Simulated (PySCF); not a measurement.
# NO+: field gradients at the nuclei

Aim: the electric field gradients and quadrupole couplings of NO+ at several levels. Each job file holds the settings and the coordinates that a driver script hands to the program.

Method: the levels named in each step, in PySCF 2.14.0, density-fitted response routines.

## 1. The structure to begin with

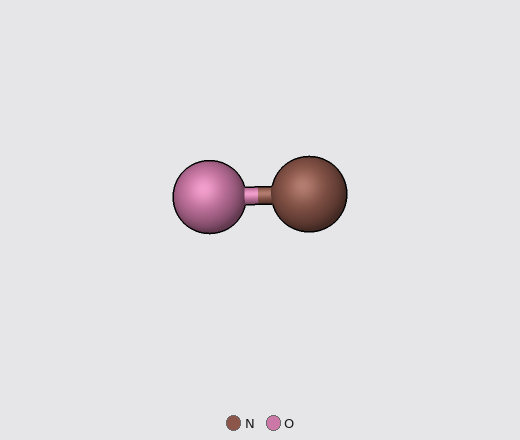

The starting structure, seen from a chosen angle (nitrogen brown, oxygen pink).

As a file:

```xyz
2

N     0.0000    0.0000    0.0000
O     0.0000    0.0000    1.0521
```

## 2. Geometry, PBE0-D3(BJ)/def2-TZVP

job.txt reads:

```
{"job": {"xc": "PBE0", "basis": "def2-TZVP", "d3": "d3bj", "grid": 2, "kind": "geom"}, "charge": 1, "multiplicity": 1}
N      0.000000     0.000000     0.000000
O      0.000000     0.000000     1.052060
```

The program printed:

```text
step   0  E = -129.45663594  max force = 0.005557
step   1  E = -129.45664396  max force = 0.001255
step   2  E = -129.45664439  max force = 0.000006
optimisation converged
```

It took 2.5 s on 2 threads of AMD EPYC 7R43 (Zen 3), shared host.

It ended at:

```xyz
2

N     0.0000    0.0000   -0.0008
O     0.0000    0.0000    1.0529
```

## 3. Field gradients, PBE0/pcJ-2

job.txt reads:

```
{"job": {"kind": "efgt", "xc": "PBE0", "basis": "pcJ-2"}, "charge": 1, "multiplicity": 1}
N      0.000000    -0.000000    -0.000807
O     -0.000000     0.000000     1.052867
```

The program printed:

```text
coarse grid: 2152 points
cycle   1  E = -129.3865442253  dE =  8.729e-01  |g| = 5.875e-01  |ddm| = 1.202e+00
cycle   2  E = -129.2447571856  dE =  1.418e-01  |g| = 1.166e+00  |ddm| = 7.205e-01
cycle   3  E = -129.4534439545  dE = -2.087e-01  |g| = 2.442e-01  |ddm| = 3.755e-01
cycle   4  E = -129.4621482349  dE = -8.704e-03  |g| = 1.236e-02  |ddm| = 7.535e-02
cycle   5  E = -129.4621711492  dE = -2.291e-05  |g| = 1.524e-03  |ddm| = 4.264e-03
cycle   6  E = -129.4621714644  dE = -3.152e-07  |g| = 1.947e-04  |ddm| = 6.908e-04
final grid: 27984 points
cycle   7  E = -129.4587710491  dE = -1.523e-05  |g| = 1.152e-02  |ddm| = 1.339e-02
cycle   8  E = -129.4586622952  dE =  1.088e-04  |g| = 2.836e-02  |ddm| = 1.123e-02
cycle   9  E = -129.4587914876  dE = -1.292e-04  |g| = 3.830e-04  |ddm| = 8.260e-03
cycle  10  E = -129.4587915122  dE = -2.465e-08  |g| = 2.652e-05  |ddm| = 1.312e-04
cycle  11  E = -129.4587915123  dE = -1.055e-10  |g| = 2.608e-06  |ddm| = 9.085e-06
converged SCF energy = -129.4587915123

Field-gradient tensors (au): xx yy zz xy xz yz
  0 N     0.76693    0.76693   -1.53387    0.00000    0.00000    0.00000
  1 O     0.51645    0.51645   -1.03290   -0.00000    0.00000    0.00000
```

Wall time 0.9 s (2 threads of AMD EPYC 7R43 (Zen 3), shared host).

## 4. Field gradients, PBE/def2-TZVPP

job.txt reads:

```
{"job": {"kind": "efgt", "xc": "PBE", "basis": "def2-TZVPP"}, "charge": 1, "multiplicity": 1}
N      0.000000    -0.000000    -0.000807
O     -0.000000     0.000000     1.052867
```

The program printed:

```text
coarse grid: 2152 points
cycle   1  E = -129.4033580357  dE =  8.656e-01  |g| = 5.537e-01  |ddm| = 1.434e+00
cycle   2  E = -128.9820770200  dE =  4.213e-01  |g| = 1.719e+00  |ddm| = 9.085e-01
cycle   3  E = -129.4600876032  dE = -4.780e-01  |g| = 2.394e-01  |ddm| = 6.302e-01
cycle   4  E = -129.4691091399  dE = -9.022e-03  |g| = 1.277e-02  |ddm| = 1.032e-01
cycle   5  E = -129.4691321760  dE = -2.304e-05  |g| = 3.159e-03  |ddm| = 7.203e-03
cycle   6  E = -129.4691339151  dE = -1.739e-06  |g| = 4.128e-04  |ddm| = 1.929e-03
final grid: 27984 points
cycle   7  E = -129.4673952190  dE =  5.425e-05  |g| = 2.095e-02  |ddm| = 1.471e-02
cycle   8  E = -129.4665478661  dE =  8.474e-04  |g| = 7.478e-02  |ddm| = 3.222e-02
cycle   9  E = -129.4674648874  dE = -9.170e-04  |g| = 8.675e-04  |ddm| = 2.565e-02
cycle  10  E = -129.4674650239  dE = -1.365e-07  |g| = 4.666e-05  |ddm| = 3.832e-04
cycle  11  E = -129.4674650243  dE = -3.567e-10  |g| = 9.667e-06  |ddm| = 2.995e-05
converged SCF energy = -129.4674650243

Field-gradient tensors (au): xx yy zz xy xz yz
  0 N     0.72623    0.72623   -1.45246    0.00000   -0.00000    0.00000
  1 O     0.50495    0.50495   -1.00989   -0.00000    0.00000    0.00000
```

Wall time 0.8 s (2 threads of AMD EPYC 7R43 (Zen 3), shared host).

## 5. Field gradients, B3LYP/def2-TZVPP

job.txt reads:

```
{"job": {"kind": "efgt", "xc": "B3LYP", "basis": "def2-TZVPP"}, "charge": 1, "multiplicity": 1}
N      0.000000    -0.000000    -0.000807
O     -0.000000     0.000000     1.052867
```

The program printed:

```text
coarse grid: 2152 points
cycle   1  E = -129.5160751587  dE =  8.782e-01  |g| = 5.928e-01  |ddm| = 1.424e+00
cycle   2  E = -129.2953968165  dE =  2.207e-01  |g| = 1.354e+00  |ddm| = 8.219e-01
cycle   3  E = -129.5845037472  dE = -2.891e-01  |g| = 2.286e-01  |ddm| = 5.113e-01
cycle   4  E = -129.5923600230  dE = -7.856e-03  |g| = 1.245e-02  |ddm| = 9.301e-02
cycle   5  E = -129.5923826406  dE = -2.262e-05  |g| = 1.893e-03  |ddm| = 6.783e-03
cycle   6  E = -129.5923831938  dE = -5.531e-07  |g| = 1.988e-04  |ddm| = 1.165e-03
final grid: 27984 points
cycle   7  E = -129.5922338131  dE = -1.059e-06  |g| = 4.466e-03  |ddm| = 6.203e-03
cycle   8  E = -129.5922139303  dE =  1.988e-05  |g| = 1.191e-02  |ddm| = 5.618e-03
cycle   9  E = -129.5922369329  dE = -2.300e-05  |g| = 1.971e-04  |ddm| = 4.139e-03
cycle  10  E = -129.5922369385  dE = -5.573e-09  |g| = 4.244e-05  |ddm| = 8.215e-05
cycle  11  E = -129.5922369388  dE = -3.192e-10  |g| = 5.044e-07  |ddm| = 1.993e-05
converged SCF energy = -129.5922369388

Field-gradient tensors (au): xx yy zz xy xz yz
  0 N     0.77927    0.77927   -1.55854   -0.00000   -0.00000   -0.00000
  1 O     0.52487    0.52487   -1.04975    0.00000   -0.00000   -0.00000
```

Run time: 0.5 s. Hardware: 2 threads of AMD EPYC 7R43 (Zen 3), shared host.

## 6. Field gradients, CAM-B3LYP/def2-TZVPP

job.txt reads:

```
{"job": {"kind": "efgt", "xc": "CAM-B3LYP", "basis": "def2-TZVPP"}, "charge": 1, "multiplicity": 1}
N      0.000000    -0.000000    -0.000807
O     -0.000000     0.000000     1.052867
```

The program printed:

```text
coarse grid: 2152 points
cycle   1  E = -129.4596424855  dE =  8.551e-01  |g| = 6.326e-01  |ddm| = 1.408e+00
cycle   2  E = -129.3966993248  dE =  6.294e-02  |g| = 9.858e-01  |ddm| = 7.151e-01
cycle   3  E = -129.5406457186  dE = -1.439e-01  |g| = 2.289e-01  |ddm| = 3.892e-01
cycle   4  E = -129.5480446722  dE = -7.399e-03  |g| = 1.238e-02  |ddm| = 8.709e-02
cycle   5  E = -129.5480673420  dE = -2.267e-05  |g| = 1.428e-03  |ddm| = 1.128e-02
cycle   6  E = -129.5480676293  dE = -2.874e-07  |g| = 1.669e-04  |ddm| = 1.482e-03
final grid: 27984 points
cycle   7  E = -129.5480394747  dE = -2.183e-06  |g| = 2.535e-03  |ddm| = 5.184e-03
cycle   8  E = -129.5480365196  dE =  2.955e-06  |g| = 5.012e-03  |ddm| = 2.585e-03
cycle   9  E = -129.5480404328  dE = -3.913e-06  |g| = 1.217e-04  |ddm| = 1.723e-03
cycle  10  E = -129.5480404347  dE = -1.936e-09  |g| = 2.509e-05  |ddm| = 5.176e-05
cycle  11  E = -129.5480404348  dE = -1.016e-10  |g| = 1.400e-06  |ddm| = 1.291e-05
converged SCF energy = -129.5480404348

Field-gradient tensors (au): xx yy zz xy xz yz
  0 N     0.78715    0.78715   -1.57430   -0.00000    0.00000   -0.00000
  1 O     0.52769    0.52769   -1.05537    0.00000   -0.00000   -0.00000
```

Wall time 0.6 s (2 threads of AMD EPYC 7R43 (Zen 3), shared host).

## 7. Field gradients, HF/def2-TZVPP

job.txt reads:

```
{"job": {"kind": "efgt", "xc": "HF", "basis": "def2-TZVPP"}, "charge": 1, "multiplicity": 1}
N      0.000000    -0.000000    -0.000807
O     -0.000000     0.000000     1.052867
```

The program printed:

```text
final grid: 27984 points
cycle   1  E = -128.8596967606  dE =  8.606e-01  |g| = 7.119e-01  |ddm| = 1.368e+00
cycle   2  E = -128.9496340693  dE = -8.994e-02  |g| = 3.852e-01  |ddm| = 5.997e-01
cycle   3  E = -128.9701388994  dE = -2.050e-02  |g| = 1.460e-01  |ddm| = 1.949e-01
cycle   4  E = -128.9732993002  dE = -3.160e-03  |g| = 1.411e-02  |ddm| = 6.186e-02
cycle   5  E = -128.9733537051  dE = -5.440e-05  |g| = 1.929e-03  |ddm| = 1.755e-02
cycle   6  E = -128.9733547357  dE = -1.031e-06  |g| = 1.857e-04  |ddm| = 2.245e-03
cycle   7  E = -128.9733547459  dE = -1.021e-08  |g| = 2.562e-05  |ddm| = 2.428e-04
cycle   8  E = -128.9733547461  dE = -1.766e-10  |g| = 9.111e-06  |ddm| = 3.176e-05
converged SCF energy = -128.9733547461

Field-gradient tensors (au): xx yy zz xy xz yz
  0 N     0.90535    0.90535   -1.81069    0.00000   -0.00000   -0.00000
  1 O     0.54214    0.54214   -1.08429   -0.00000   -0.00000   -0.00000
```

Run time: 0.1 s. Hardware: 2 threads of AMD EPYC 7R43 (Zen 3), shared host.

## 8. The levels side by side

Largest principal value Vzz, in atomic units:

```
    atom  PBE0/pcJ-2  PBE/def2-TZVPP  B3LYP/def2-TZVPP  CAM-B3LYP/def2-TZVPP  HF/def2-TZVPP
      N1     -1.5339         -1.4525           -1.5585               -1.5743        -1.8107
      O2     -1.0329         -1.0099           -1.0497               -1.0554        -1.0843
CPU time       2.4 s           1.5 s             1.1 s                 1.3 s          0.3 s
```

Couplings eQVzz/h in MHz (234.9647 × Q in barn × Vzz), with Q = 0.02044 (14N), -0.02558 (17O):

```
     nucleus  PBE0/pcJ-2  PBE/def2-TZVPP  B3LYP/def2-TZVPP  CAM-B3LYP/def2-TZVPP  HF/def2-TZVPP
14N (atom 1)      -7.367          -6.976            -7.485                -7.561         -8.696
17O (atom 2)       6.208           6.070             6.309                 6.343          6.517
```

## 9. Outcome

```
                            quantity       value
coupling of 14N (atom 1), PBE0/pcJ-2  -7.367 MHz
coupling of 17O (atom 2), PBE0/pcJ-2   6.208 MHz
```

**Reading.** The largest coupling, that of 14N, runs from -8.696 (HF/def2-TZVPP) to -6.976 MHz (PBE/def2-TZVPP). The gradients are non-relativistic, at the equilibrium geometry and in principal axes; measured couplings hold vibrational averaging and refer to the inertial axes. The def2 sets are stiff near the nuclei, which limits their accuracy.
